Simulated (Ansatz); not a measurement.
# triplet InN2H5: levels of theory compared

We compute a comparison of 5 runs (UHF/STO-3G, U-wB97M-V/def2-SVP, UCAM-B3LYP/def2-SVP, UPBE0/def2-SVP, RPA@PBE/def2-SVP) of triplet InN2H5. 

Program for the calculation: Ansatz 0.2.0.

53 further runs of the same task are left out: 53 set aside as unsound or not needed.

### 1 Starting point

The species is InN2H5 (8 atoms), meant as a triplet with charge 0. As SMILES of the parent species, `[NH2][InH][NH2]`. Geometry: relaxed at PBE0-D4/def2-TZVP. That shape belongs to the parent species and isn't relaxed for this state.

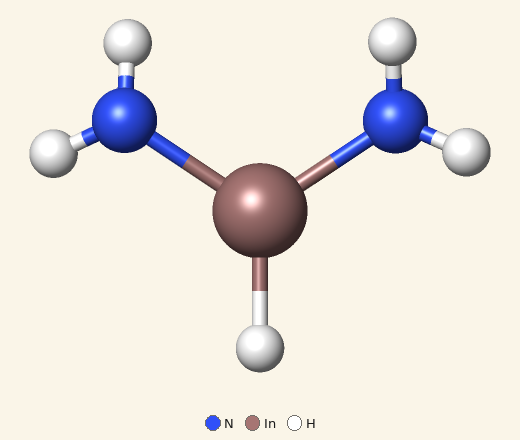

Viewed from a chosen angle; nitrogen blue, indium brown, hydrogen white.

### 2 A single-point energy at UHF/STO-3G (run 1)

Input file molecule.yaml:

```yaml
crystal:
  periodic: [false, false, false]
  atoms:
    - {symbol: "N", position_ang: [-0.969700, 0.858000, -1.127000]}
    - {symbol: In, position_ang: [0.248000, 0.564800, 0.455500]}
    - {symbol: N, position_ang: [0.742700, -1.375200, 0.709600]}
    - {symbol: H, position_ang: [-1.482100, 0.076800, -1.506600]}
    - {symbol: H, position_ang: [-1.538200, 1.689200, -1.171800]}
    - {symbol: H, position_ang: [0.799000, 1.819200, 1.467500]}
    - {symbol: H, position_ang: [1.570900, -1.614700, 1.231800]}
    - {symbol: H, position_ang: [0.629500, -2.018100, -0.059000]}
basis:
  gaussian:
    orbitals: STO-3G
magnetization:
  spin_polarized: true
  initial_magnetization: 2
hamiltonian:
  xc: hf
accuracy: high
output: {orbitals: {seedname: orbitals}}
```

On the command line:

```console
$ ansatz run molecule.yaml --threads 1 --pin off --max-ram 3480MiB --events-out events.jsonl --progress --plain --runs-dir runs
```

Log:

```text
Warning: RAYON_NUM_THREADS=1 ignored (pool sized by the plan → 1); use --threads N
Functional definition: HF
  name "HF"
  exchange = exact_x
  correlation = 0
821 factors; integrals over basis functions are off by at most 3.7e-9 eV
mean field evaluation 1: about -157633.8771 eV, gradient 1.0e1 eV
mean field evaluation 2: about -157634.0719 eV, gradient 1.0e1 eV
mean field evaluation 4: about -157635.2743 eV, gradient 1.4e0 eV
mean field evaluation 8: about -157635.3578 eV, gradient 1.1e-1 eV
mean field evaluation 16: about -157638.0728 eV, gradient 4.9e-1 eV
mean field evaluation 32: about -157637.9883 eV, gradient 7.6e-1 eV
mean field evaluation 64: about -157634.1380 eV, gradient 1.6e1 eV
mean field evaluation 96: about -157636.7210 eV, gradient 3.3e-1 eV
mean field evaluation 128: about -157638.0509 eV, gradient 3.8e-1 eV
mean field evaluation 160: about -157634.9092 eV, gradient 3.1e0 eV
mean field evaluation 192: about -157635.3562 eV, gradient 5.5e-8 eV
mean field -157638.06370849 eV, -5793.0919903697 hartree, gradient 3.0e-8 eV, S^2 2.034138; 4 other end points of the search recorded, 0 dependent functions left out
reference -157638.06370849 eV, -5793.0919903697 hartree; 35, 33 occupied and 7, 9 virtual orbitals, 821 factors
Total energy: -157638.06370849 eV, -5793.0919903697 hartree
```

Wall time 5.7 s (1 thread of Intel Xeon Platinum 8259CL at 2.50GHz (Skylake/Cascade Lake), shared host); peak memory 0.16 GiB.

### 3 A single-point energy at U-wB97M-V/def2-SVP (core potential) (run 2)

Input file run.yaml:

```yaml
crystal:
  periodic: [false, false, false]
  atoms:
    - {symbol: "N", position_ang: [-0.969700, 0.858000, -1.127000]}
    - {symbol: In, position_ang: [0.248000, 0.564800, 0.455500]}
    - {symbol: N, position_ang: [0.742700, -1.375200, 0.709600]}
    - {symbol: H, position_ang: [-1.482100, 0.076800, -1.506600]}
    - {symbol: H, position_ang: [-1.538200, 1.689200, -1.171800]}
    - {symbol: H, position_ang: [0.799000, 1.819200, 1.467500]}
    - {symbol: H, position_ang: [1.570900, -1.614700, 1.231800]}
    - {symbol: H, position_ang: [0.629500, -2.018100, -0.059000]}
basis:
  gaussian:
    orbitals: def2-SVP
magnetization:
  spin_polarized: true
  initial_magnetization: 2
hamiltonian:
  xc: {name: wB97M-V}
accuracy: high
output: {orbitals: {seedname: orbitals}}
```

On the command line:

```console
$ ansatz run run.yaml --threads 1 --pin off --max-ram 3480MiB --events-out events.jsonl --progress --plain --runs-dir runs
```

Log:

```text
Warning: RAYON_NUM_THREADS=1 ignored (pool sized by the plan → 1); use --threads N
Functional definition: wB97M-V
  name "wB97M-V"
  parameter omega = 0.3/bohr
  parameter cx = 0.15
  parameter cx01 = 1.007
  parameter cx10 = 0.259
  parameter css00 = 0.443
  parameter css04 = -1.437
  parameter css10 = -4.535
  parameter css20 = -3.390
  parameter css43 = 4.278
  parameter cos00 = 1.000
  parameter cos10 = 1.358
  parameter cos20 = 2.924
  parameter cos21 = -8.812
  parameter cos60 = -1.390
  parameter cos61 = 9.142
  parameter b = 6.0
  parameter c = 0.01
  gx(w, u) = 1 - cx + cx01*u + cx10*w
  gss(w, u) = css00 + css04*u^4 + css10*w + css20*w^2 + css43*w^4*u^3
  gos(w, u) = cos00 + cos10*w + (cos20 + cos21*u)*w^2 + (cos60 + cos61*u)*w^6
  exchange = spin_sum(e_x_unif_sr(omega)*gx(b97_w, b97_u_x)) + cx*exact_x_sr(omega) + exact_x_lr(omega)
  correlation = spin_sum(e_c_pw_mod_same_spin*gss(b97_w, b97_u_same))
      + integral(e_c_pw_mod_opposite_spin*gos(b97_w_opposite, b97_u_opposite)) + vv10(b, c)
1942 factors; integrals over basis functions are off by at most 3.4e-9 eV
368 factors; integrals over basis functions are off by at most 2.0e-9 eV
mean field evaluation 1: about -8217.6323 eV, gradient 3.8e1 eV
mean field evaluation 2: about -8216.5522 eV, gradient 4.2e1 eV
mean field evaluation 4: about -8224.1621 eV, gradient 1.1e0 eV
mean field evaluation 8: about -8224.3291 eV, gradient 3.6e-1 eV
mean field evaluation 16: about -8224.3417 eV, gradient 1.3e-2 eV
mean field evaluation 32: about -8224.7138 eV, gradient 7.0e-3 eV
mean field -8224.71378077 eV, -302.2526565321 hartree, gradient 2.9e-8 eV, S^2 2.008384; 4 other end points of the search recorded, 0 dependent functions left out
reference -8224.71378549 eV, -302.2526567054 hartree; 21, 19 occupied and 58, 60 virtual orbitals, 1942 factors
Total energy: -8224.71378549 eV, -302.2526567054 hartree
```

It took 3.1 min on 1 thread of Intel Xeon Platinum 8259CL at 2.50GHz (Skylake/Cascade Lake), shared host; peak memory 1 GiB.

### 4 A single-point energy at UCAM-B3LYP/def2-SVP (core potential) (run 3)

Input file input.yaml:

```yaml
basis:
  gaussian: {orbitals: def2-SVP}
crystal:
  periodic: [false, false, false]
  atoms:
    - {symbol: N, position_ang: [-0.969700, 0.858000, -1.127000]}
    - {symbol: In, position_ang: [0.248000, 0.564800, 0.455500]}
    - {symbol: "N", position_ang: [0.742700, -1.375200, 0.709600]}
    - {symbol: H, position_ang: [-1.482100, 0.076800, -1.506600]}
    - {symbol: H, position_ang: [-1.538200, 1.689200, -1.171800]}
    - {symbol: H, position_ang: [0.799000, 1.819200, 1.467500]}
    - {symbol: H, position_ang: [1.570900, -1.614700, 1.231800]}
    - {symbol: H, position_ang: [0.629500, -2.018100, -0.059000]}
output: {orbitals: {seedname: orbitals}}
accuracy: high
hamiltonian: {xc: {name: CAM-B3LYP}}
magnetization: {spin_polarized: true, initial_magnetization: 2}
```

On the command line:

```console
$ ansatz run input.yaml --threads 1 --pin off --max-ram 3480MiB --events-out events.jsonl --progress --plain --runs-dir runs
```

Log:

```text
Warning: RAYON_NUM_THREADS=1 ignored (pool sized by the plan → 1); use --threads N
Functional definition: CAM-B3LYP
  name "CAM-B3LYP"
  parameter alpha = 0.19
  parameter beta = 0.46
  parameter omega = 0.33/bohr
  parameter ac = 0.81
  exchange = (1 - alpha - beta)*b88_x + beta*b88_x_sr(omega) + alpha*exact_x + beta*exact_x_lr(omega)
  correlation = (1 - ac)*vwn5_c + ac*lyp_c
1942 factors; integrals over basis functions are off by at most 3.4e-9 eV
406 factors; integrals over basis functions are off by at most 1.9e-9 eV
mean field evaluation 1: about -8215.7185 eV, gradient 4.6e1 eV
mean field evaluation 2: about -8204.1419 eV, gradient 6.6e1 eV
mean field evaluation 4: about -8225.2761 eV, gradient 2.3e0 eV
mean field evaluation 8: about -8225.5243 eV, gradient 5.8e-1 eV
mean field evaluation 16: about -8225.5480 eV, gradient 1.1e-2 eV
mean field evaluation 32: about -8225.8460 eV, gradient 1.3e-5 eV
mean field -8225.84598326 eV, -302.2942642061 hartree, gradient 6.5e-8 eV, S^2 2.008846; 6 other end points of the search recorded, 0 dependent functions left out
reference -8225.84600269 eV, -302.2942649203 hartree; 21, 19 occupied and 58, 60 virtual orbitals, 1942 factors
Total energy: -8225.84600269 eV, -302.2942649203 hartree
```

Wall time 36 s (1 thread of Intel Xeon Platinum 8259CL at 2.50GHz (Skylake/Cascade Lake), shared host); peak memory 0.43 GiB.

Run 4 isn't shown in full; the table further down has it.

### 5 The energy at RPA@PBE/def2-SVP (core potential) (run 5)

Input file job.yaml:

```yaml
crystal:
  periodic: [false, false, false]
  atoms:
    - {symbol: "N", position_ang: [-0.969700, 0.858000, -1.127000]}
    - {symbol: In, position_ang: [0.248000, 0.564800, 0.455500]}
    - {symbol: N, position_ang: [0.742700, -1.375200, 0.709600]}
    - {symbol: H, position_ang: [-1.482100, 0.076800, -1.506600]}
    - {symbol: H, position_ang: [-1.538200, 1.689200, -1.171800]}
    - {symbol: H, position_ang: [0.799000, 1.819200, 1.467500]}
    - {symbol: H, position_ang: [1.570900, -1.614700, 1.231800]}
    - {symbol: H, position_ang: [0.629500, -2.018100, -0.059000]}
basis:
  gaussian:
    orbitals: def2-SVP
hamiltonian:
  xc: {name: PBE}
magnetization:
  spin_polarized: true
  initial_magnetization: 2
accuracy: high
correlation:
  method: rpa
  frozen_orbitals: {H: 0, In: 4, "N": 1}
```

On the command line:

```console
$ ansatz run job.yaml --threads 1 --pin off --max-ram 3480MiB --events-out events.jsonl --progress --plain --runs-dir runs
```

Log:

```text
Warning: RAYON_NUM_THREADS=1 ignored (pool sized by the plan → 1); use --threads N
Functional definition: PBE
  name "PBE"
  parameter kappa = 0.804
  parameter beta = 0.06672455060314922
  exchange = pbe_x(kappa = kappa, mu = beta*pi^2/3)
  correlation = pbe_c(beta = beta)
1942 factors; integrals over basis functions are off by at most 3.4e-9 eV
mean field evaluation 1: about -8202.6282 eV, gradient 6.7e1 eV
mean field evaluation 2: about -8202.6199 eV, gradient 6.7e1 eV
mean field evaluation 4: about -8217.4460 eV, gradient 2.1e1 eV
mean field evaluation 8: about -8221.4983 eV, gradient 2.1e1 eV
mean field evaluation 16: about -8224.7250 eV, gradient 7.7e-2 eV
mean field evaluation 32: about -8224.4321 eV, gradient 3.7e0 eV
mean field evaluation 64: about -8224.5630 eV, gradient 3.9e-2 eV
mean field evaluation 96: about -8205.5404 eV, gradient 2.5e1 eV
mean field -8224.72507622 eV, -302.2530716323 hartree, gradient 8.6e-8 eV, S^2 2.003518; 6 other end points of the search recorded, 0 dependent functions left out
6 core orbitals not correlated: weight in the atoms' cores, before any rotation towards them, 1.000 or more for the frozen orbitals, at most 0.000 for the correlated occupied ones
reference -8182.18962709 eV, -300.6899227083 hartree; 15, 13 occupied and 58, 60 virtual orbitals, 1942 factors
Total energy: -8203.22031238 eV, -301.4627861377 hartree
```

It took 57 s on 1 thread of Intel Xeon Platinum 8259CL at 2.50GHz (Skylake/Cascade Lake), shared host; peak memory 0.49 GiB.

### 6 Overview of the runs

```
run                                 level  core potential  frozen core orbitals   energy (Eh)  HOMO energy (eV)   ⟨S²⟩  wall time
  1                            UHF/STO-3G            none                     –  -5793.091990              0.09  2.034      5.7 s
  2   U-wB97M-V/def2-SVP (core potential)        def2-SVP                     –   -302.252657             -3.74  2.008    3.1 min
  3  UCAM-B3LYP/def2-SVP (core potential)        def2-SVP                     –   -302.294265             -3.06  2.009       36 s
  4       UPBE0/def2-SVP (core potential)        def2-SVP                     –   -302.249426             -2.21  2.008       25 s
  5     RPA@PBE/def2-SVP (core potential)        def2-SVP                     6   -301.462786                 –  2.004       57 s
```

### 7 Outcome

| quantity | value |
| --- | --- |
| run 5: total energy | -301.46279 Eh |
| run 5: RPA correlation energy (valence) | -772.9 mEh |
| run 5: ⟨S²⟩ of the reference determinant | 2.004 |

In words: Totals of different functionals can't be ranked against each other. Some runs of one species differ in core potentials or relativity; totals across that change don't compare. In run 1 the basis is minimal, so the values are rough. In run 1 relativity is left out where basis or elements ask for it. All runs together took 5.2 min, the longest 3.1 min.
